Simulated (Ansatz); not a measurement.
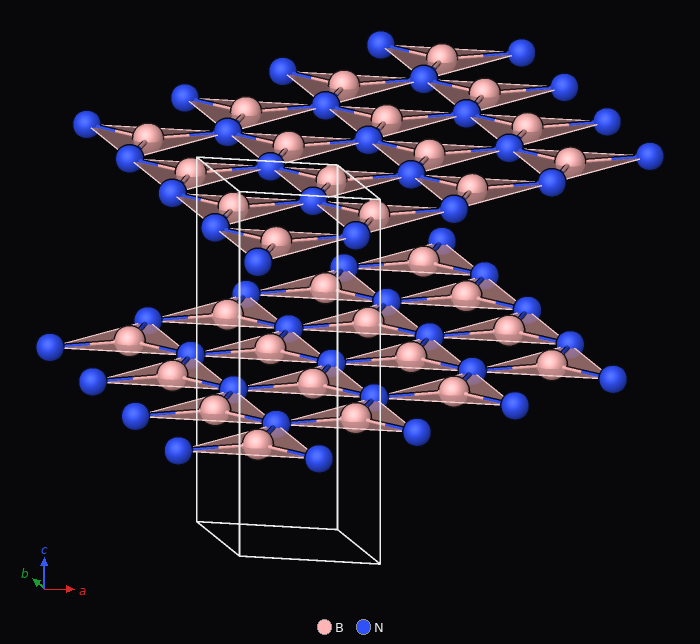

Polyhedra are drawn about B (bonds: B–N below 1.6 Å); other atoms are plain spheres.

System BN (space group P6_3/mmc, No. 194); source of the atomic positions: the input geometry of an electronic-structure calculation (not necessarily at equilibrium).

What figure surrounds each B atom, and what does it share with the other drawn polyhedra?

B: BN3 triangle, sharing corners with six neighbours.

What is the connectivity of the polyhedra: isolated, groups, chains, layers or framework?

They form layers of corner-sharing triangles parallel to (001).

How far apart are the centres of linked polyhedra?

Centre to centre across a shared corner: 2.50 Å.
